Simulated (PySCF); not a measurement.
# Run report: C3H2BCl2F2, EPR calculation

System: C3H2BCl2F2, multiplicity 2.
Method: UKS B3LYP, pcH-1 on B C Cl F H, non-relativistic, mean-field spin-orbit, GIAO (PySCF 2.14.0).

It belongs to a series of runs on one base structure; here: H removed from sp3 C.

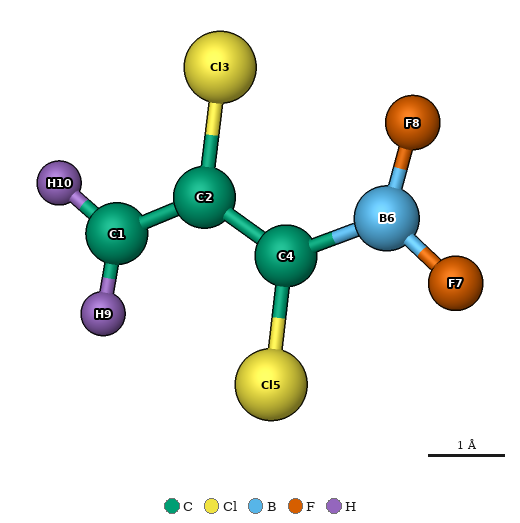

Fig. 1: The structure as given in the input (ball-and-stick view, seen at a tilt; atoms are numbered from 1 in the order of the input). Bond lengths as drawn: B–C 1.54 Å, B–F 1.32 Å, C–C 1.35 to 1.42 Å, C–Cl 1.71 to 1.73 Å and C–H 1.07 Å.

**Key numbers**

| quantity | value |
| --- | --- |
| outcome | converged |
| total energy | −1260.555914 hartree |
| ⟨S²⟩ | 0.774 |
| isotropic g | 2.0053 |
| hardware | 1 CPU thread, shared host |
| wall time | 66 s |
| peak memory | 0.9 GiB |

**Input file**
```
{"job": {"kind": "epr", "basis": "pcH-1"}, "charge": 0, "multiplicity": 2}
C     -1.927614     0.323974    -0.055099
C     -0.590108     0.514442     0.037942
Cl    -0.016683     2.129065     0.288491
C      0.406901    -0.489906    -0.049102
Cl    -0.148874    -2.091243    -0.295515
B      1.933829    -0.324206     0.049977
F      2.734487    -1.370811    -0.055116
F      2.560679     0.819624     0.239335
H     -2.336667    -0.657983    -0.208832
H     -2.607068     1.151698     0.025391
```

The first line tells a small driver script what to run in PySCF; the rest is the geometry in Å.

Launched with:
```bash
OMP_NUM_THREADS=1 python <driver script> task.json out
```

**Output**
```
UKS, coarse grid
  cycle   1  E = -1260.46610364  |g| = 5.32e-01
  cycle   2  E = -1260.31145936  |g| = 8.64e-01
  cycle   3  E = -1260.55147387  |g| = 8.76e-02
  cycle   4  E = -1260.55340513  |g| = 6.92e-02
  cycle   5  E = -1260.55586702  |g| = 1.07e-02
  cycle   6  E = -1260.55596176  |g| = 5.19e-03
  cycle   7  E = -1260.55599846  |g| = 2.94e-03
  cycle   8  E = -1260.55600805  |g| = 1.37e-03
  cycle   9  E = -1260.55601075  |g| = 3.98e-04
UKS, final grid
  cycle   1  E = -1260.55591358  |g| = 5.24e-04
  cycle   2  E = -1260.55591342  |g| = 8.34e-04
  cycle   3  E = -1260.55591374  |g| = 8.01e-05
  cycle   4  E = -1260.55591375  |g| = 6.17e-05
  cycle   5  E = -1260.55591376  |g| = 3.37e-05
  cycle   6  E = -1260.55591376  |g| = 5.78e-06
E = -1260.55591376 Eh   <S^2> = 0.7741 (exact 0.7500)
g shifts (ppm)      1          2          3
  rmc          -161       -161       -161
  gc             -2         34         38
  oz_so        -225       4294       5207
  total        -388       4168       5084
hyperfine (MHz)  atom isotope    a_iso     a_fc   dipolar eigenvalues
    0   13C      42.07      42.14    -41.10    -39.53     80.62
    1   13C     -48.69     -48.63    -27.51     11.21     16.30
    2  35Cl      -1.67      -1.74     -7.04      2.06      4.98
    3   13C      51.98      51.58    -50.34    -49.38     99.72
    4  35Cl       4.01       3.88    -23.08    -16.58     39.66
    5   11B     -21.21     -21.20     -6.49     -0.90      7.39
    6   19F       9.41       9.01    -32.88    -30.06     62.93
    7   19F      11.62      11.73    -36.30    -33.83     70.13
    8    1H     -32.54     -32.54    -16.35     -1.74     18.09
    9    1H     -33.81     -33.80    -19.86     -0.83     20.68
```

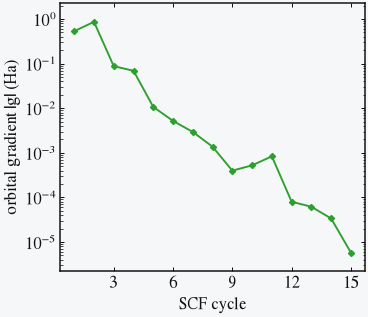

Fig. 2: Convergence of the self-consistent field: orbital gradient |g| against the SCF cycle. All cycles printed in the log are drawn one after another.

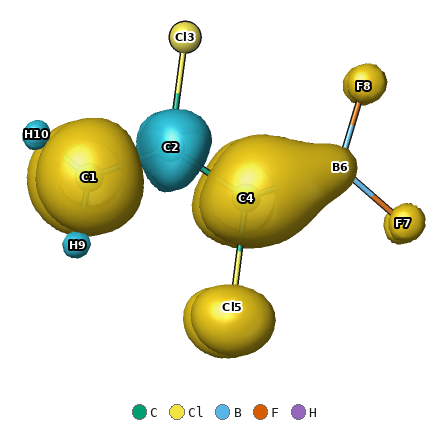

Fig. 3: Isosurfaces of the spin density at +0.02 (yellow) and −0.02 e/Å³ (cyan), seen face on. The unpaired spin (1 electron) lies mostly on C4 (about 0.4), C1 (about 0.4), Cl5 (about 0.1) and B6 (about 0.1), in electrons by Hirshfeld's partition.

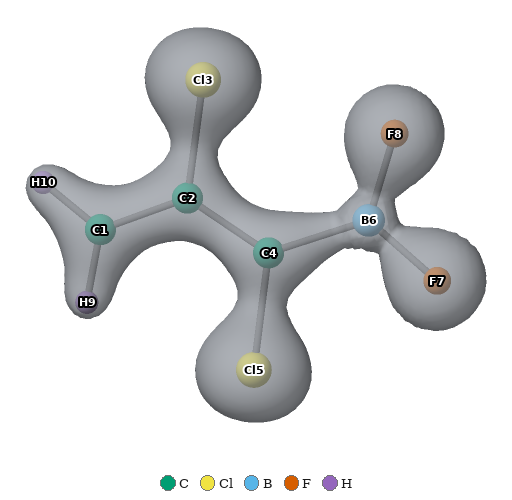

Fig. 4: Isosurface of the electron density at 1 e/Å³ (grey), seen face on. At this value the surface is in one piece. On the grid the lowest density along these lines, outside the cores, is 1.6 e/Å³ (B–F, 1.32 Å), 2.2 e/Å³ (C–C, 1.35 Å), 1.3 e/Å³ (C–B, 1.54 Å) and 1.4 e/Å³ (C–Cl, 1.71 Å).
